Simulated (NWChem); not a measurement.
**PbS (SMILES [S][Pb]): levels of theory compared**

We compute a comparison of 6 runs (B3LYP/def2-SVPD, r2SCAN/def2-TZVP, BLYP/def2-TZVPP, MP2/def2-TZVP, MP2/def2-TZVPP, CCSD(T)/def2-TZVPP) of PbS. 

The results are computed with NWChem 7.3.0.

### Step 1. Starting point

The species is PbS (2 atoms), meant as a singlet with charge 0. As SMILES, `[S][Pb]`. Geometry: the measured bond length.

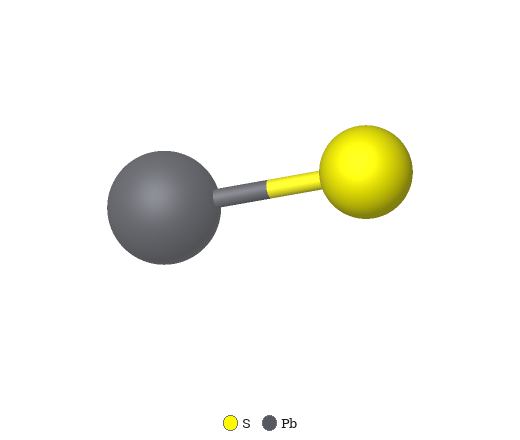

Viewed from a chosen angle; sulfur yellow, lead dark grey.

### Step 2. Energy and forces at B3LYP/def2-SVPD (core potential) (run 1)

Contents of pbs.nw:

```
start pbs
memory 2200 mb
geometry units angstrom noautosym nocenter noautoz
   S        0.000000       0.000000       0.000000
   Pb       0.000000       0.000000       2.286863
end
basis "ao basis" spherical bse
   * library def2-SVPD
end
ecp bse
   Pb library def2-SVPD
end
dft
   xc b3lyp
   mult 1
   grid xfine
   convergence energy 1e-08
   iterations 100
   mulliken
   print medium
end
task dft gradient
```

Command:

```bash
nwchem pbs.nw > pbs.out
```

Standard output:

```text
[...]
          Wavefunction type:  closed shell.
          No. of atoms     :     2
          No. of electrons :    38
[...]
          Charge           :     0
          Spin multiplicity:     1
[...]
          AO basis - number of functions:    59
[...]
              XC Information
              --------------
                         B3LYP Method XC Potential
                     Hartree-Fock (Exact) Exchange  0.200
                        Slater Exchange Functional  0.800 local
                    Becke 1988 Exchange Functional  0.720 non-local
              Lee-Yang-Parr Correlation Functional  0.810
                  VWN I RPA Correlation Functional  0.190 local
[...]
 d= 0,ls=0.0,diis     1   -590.9573514734 -6.72D+02  5.14D-02  4.67D-01     2.1
[...]
 d= 0,ls=0.0,diis    10   -591.0683422405 -2.38D-10  1.44D-07  3.54D-11    13.6
         Total DFT energy =     -591.068342240518
      One electron energy =    -1048.612835319409
           Coulomb energy =      417.893651771409
    Exchange-Corr. energy =      -41.801520136073
 Nuclear repulsion energy =       81.452361443556
[...]
  wavefunction    = closed shell
                         DFT ENERGY GRADIENTS
    atom               coordinates                        gradient
                 x          y          z           x          y          z
   1 S       0.000000   0.000000   0.000000    0.000000   0.000000   0.020556
   2 Pb      0.000000   0.000000   4.321544   -0.000000  -0.000000  -0.020556
[...]
```

Run time: 20 s. Hardware: 1 thread of AMD EPYC 7R43 (Zen 3), shared host; peak memory 0.12 GiB.

### Step 3. Energy and forces at r2SCAN/def2-TZVP (core potential) (run 2)

Contents of calc.xyz:

```xyz
2

S      0.000000     0.000000     0.000000
Pb     0.000000     0.000000     2.286863
```

Contents of calc.nw:

```
start calc
memory total 2200 mb
charge 0

geometry units angstrom noautosym nocenter noautoz
  load format xyz calc.xyz
end

basis spherical bse
  * library def2-TZVP
end

ecp bse
  Pb library def2-TZVP
end

dft
  xc r2scan
  mult 1
  grid xfine
  convergence energy 1e-08
  iterations 100
  mulliken
end

task dft gradient
```

Command:

```bash
nwchem calc.nw > calc.out
```

Standard output:

```text
[...]
          Wavefunction type:  closed shell.
          No. of atoms     :     2
          No. of electrons :    38
[...]
          Charge           :     0
          Spin multiplicity:     1
[...]
          AO basis - number of functions:    87
[...]
              XC Information
              --------------
                      r^2SCAN Method XC Functional
               r^2SCAN metaGGA Exchange Functional  1.000
                     r^2SCAN Correlation Potential  1.000
[...]
 d= 0,ls=0.0,diis     1   -591.0681716230 -6.73D+02  3.65D-02  8.64D-01     4.9
[...]
 d= 0,ls=0.0,diis    12   -591.1837220863 -1.14D-11  3.36D-07  1.20D-09    27.3
         Total DFT energy =     -591.183722086292
      One electron energy =    -1049.226637810547
           Coulomb energy =      418.397637074000
    Exchange-Corr. energy =      -41.807082793300
 Nuclear repulsion energy =       81.452361443556
[...]
      Total Density - Mulliken Population Analysis
     ---------------------------------------------
    Atom       Charge   Shell Charges
 -----------   ------   -------------------------------------------------------
    1 S   16    16.51   2.01  0.48  1.48  1.10  0.85  4.19  1.67  0.90  2.33  1.46  0.01  0.04  0.00
    2 Pb  22    21.49   0.07 -0.61  1.87  0.70  1.21  0.68 -0.63  6.61  0.55  0.79  0.18  8.98  0.98  0.10  0.00  0.02
[...]
  wavefunction    = closed shell
                         DFT ENERGY GRADIENTS
    atom               coordinates                        gradient
                 x          y          z           x          y          z
   1 S       0.000000   0.000000   0.000000   -0.000000  -0.000000   0.002537
   2 Pb      0.000000   0.000000   4.321544    0.000000   0.000000  -0.002537
[...]
```

It took 37 s on 1 thread of AMD EPYC 7R43 (Zen 3), shared host; peak memory 0.13 GiB.

Runs 3 to 4 aren't shown in full; the table further down has their settings and results.

### Step 4. Energy and gradient at MP2/def2-TZVPP (core potential) (run 5)

Contents of mymol.xyz:

```xyz
2

S      0.000000     0.000000     0.000000
Pb     0.000000     0.000000     2.286863
```

Contents of run.py:

```python
from ase.io import read
from ase.calculators.nwchem import NWChem

molecule = read('mymol.xyz')

calc = NWChem(
    label='mymol',
    theory='mp2',
    memory='2200 mb',
    basis='def2-TZVPP',
    basispar='spherical bse',
    scf={'nopen': '0', 'rhf': None, 'thresh': '1e-08', 'maxiter': '80'},
    mp2={'freeze': 'core 9', 'tight': None},
    **{'ecp bse': {'Pb library': 'def2-TZVPP'}},
)
molecule.calc = calc

forces = molecule.get_forces()
print(f"energy = {molecule.get_potential_energy():.6f} eV")
print("forces (eV/A):")
for s, f in zip(molecule.symbols, forces):
    print(f"{s:2s} {f[0]:10.5f} {f[1]:10.5f} {f[2]:10.5f}")
```

Command:

```bash
export ASE_NWCHEM_COMMAND="nwchem PREFIX.nwi > PREFIX.nwo"
python run.py
```

Standard output:

```text
energy = -16054.132321 eV
forces (eV/A):
S     0.00000   -0.00000   -0.12424
Pb   -0.00000    0.00000    0.12424
```

The calculator wrote mymol.nwi:

```
title "mymol"

permanent_dir mymol

scratch_dir mymol

start mymol

geometry units angstrom nocenter noautosym noautoz
  S  0.0000000000000000e+00 0.0000000000000000e+00 0.0000000000000000e+00
  Pb 0.0000000000000000e+00 0.0000000000000000e+00 2.2868629999999999e+00
end

memory 2200 mb

basis spherical bse noprint
   * library def2-TZVPP
end

scf
  nopen 0
  rhf
  thresh 1e-08
  maxiter 80
end
mp2
  freeze core 9
  tight
end
ecp bse
  Pb library def2-TZVPP
end

task mp2 gradient
```

mymol.nwo:

```text
Northwest Computational Chemistry Package (NWChem) 7.3.0
             --------------------------------------------------------

           Job information
           ---------------

    nwchem branch   = 7.3.0
    use scalapack   = T
    input           = mymol.nwi
    prefix          = mymol.
    data base       = mymol/mymol.db
    status          = startup
    nproc           =        1

           Memory information
           ------------------

[... 5 lines left out ...]
    hardfail = no
[... 106 lines left out ...]
 Convergence threshold     :          1.000E-08
[... 16 lines left out ...]
      One-electron energy =  -1048.715185049649
[... 39 lines left out ...]
                       ROHF Final Molecular Orbital Analysis
[... 412 lines left out ...]
  MP2 natural orbitals output to mymol/mymol.mp2nos
[... 8 lines left out ...]
                 ----------------------------------------
                 |  Time  |  1-e(secs)   |  2-e(secs)   |
                 ----------------------------------------
                 |  CPU   |       0.03   |       9.83   |
                 ----------------------------------------
                 |  WALL  |       0.03   |       9.83   |
                 ----------------------------------------
 -----------------------
 Task  times  cpu:       78.7s     wall:       78.7s
 Total times  cpu:       78.8s     wall:       78.8s
```

Wall time 80 s (1 thread of AMD EPYC 7R43 (Zen 3), shared host); peak memory 0.26 GiB.

### Step 5. A single-point energy at CCSD(T)/def2-TZVPP (core potential) (run 6)

Contents of work.nw:

```
START work
TITLE "PbS"
memory 2200 mb

GEOMETRY units angstroms noautosym nocenter noautoz
S     0.000000    0.000000    0.000000
Pb    0.000000    0.000000    2.286863
END

BASIS spherical bse
* library def2-TZVPP
END

ECP bse
Pb library def2-TZVPP
END

SCF
thresh 1e-08
maxiter 80
END

CCSD
freeze core 9
maxiter 60
END

TASK ccsd(t) energy
```

Command:

```bash
nwchem work.nw > work.out
```

Standard output:

```text
[...]
  functions       =    92
[...]
  wavefunction    = RHF
[...]
         Total SCF energy =   -589.415300761140
      One-electron energy =  -1048.715185045730
      Two-electron energy =    377.847522841034
 Nuclear repulsion energy =     81.452361443556
        Time for solution =     22.4s
[...]
 Total MP2 energy:           -589.978485712785414
[...]
             energy      energy      error      ampl     ampl      Block
                                                time     time      time
[...]
 Total CCSD energy:           -589.957004968026240
[...]
 Total CCSD+T(CCSD) energy:           -589.983188043800055
[...]
 Total CCSD(T) energy:                -589.980913310437018
[...]
```

It took 2.5 min on 1 thread of AMD EPYC 7R43 (Zen 3), shared host; peak memory 0.24 GiB.

### Step 6. Overview of the runs

```
run                                level  core potential  integration grid  energy (Eh)  dipole moment (D)  HOMO energy (eV)  LUMO energy (eV)  wall time
  1     B3LYP/def2-SVPD (core potential)       def2-SVPD             xfine  -591.068342               4.12             -6.88             -2.70       20 s
  2    r2SCAN/def2-TZVP (core potential)       def2-TZVP             xfine  -591.183722               3.99             -6.24             -2.94       37 s
  3     BLYP/def2-TZVPP (core potential)      def2-TZVPP              fine  -591.106760               3.66             -5.87             -2.99       32 s
  4       MP2/def2-TZVP (core potential)       def2-TZVP                 –  -589.975829               3.72             -9.10              0.08       68 s
  5      MP2/def2-TZVPP (core potential)      def2-TZVPP                 –  -589.978486               3.72             -9.10              0.08       80 s
  6  CCSD(T)/def2-TZVPP (core potential)      def2-TZVPP                 –  -589.980913                  –             -9.10              0.08    2.5 min
```

### Step 7. Results

```
                                          quantity          value
                               run 6: total energy  -589.98091 Eh
        run 6: HOMO energy (Hartree–Fock orbitals)       -9.10 eV
        run 6: LUMO energy (Hartree–Fock orbitals)        0.08 eV
      run 6: HOMO–LUMO gap (Hartree–Fock orbitals)        9.18 eV
run 6: correlation energy (9 core orbitals frozen)     -565.6 mEh
                             run 6: (T) correction     -23.91 mEh
```

Over runs 1, 2, 3, 4, 5 the dipole moment (its size) runs from 3.66 D (BLYP/def2-TZVPP) to 4.12 D (B3LYP/def2-SVPD). The two ends differ in method and basis. Over runs 1, 2, 3 the HOMO–LUMO gap runs from 2.88 eV (BLYP/def2-TZVPP) to 4.18 eV (B3LYP/def2-SVPD). Totals of different functionals can't be ranked against each other. All runs together took 6.4 min, the longest 2.5 min.
